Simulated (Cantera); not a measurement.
Charge: 1 mol Nb, 2 mol H2O, a varied amount of H2, equilibrated at 2648.15 K and 0.0100 bar.

These are equilibrium values from Cantera (NASA tables, ideal gas, pure condensed phases), not measurements of a reactor. Candidate condensed phases: H2O, Nb, NbO, NbO2, Nb2O5; 12 gas species. Rates play no part.

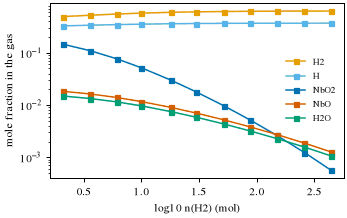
Fig. 1. Equilibrium gas composition (values under 1e-9 drawn at 1e-9)

Problem. Read off the mole fractions at 440 mol H2.

Solution. H2 about 0.63, H about 0.37, NbO about 0.0013, H2O about 0.0011, NbO2 about 0.00057.
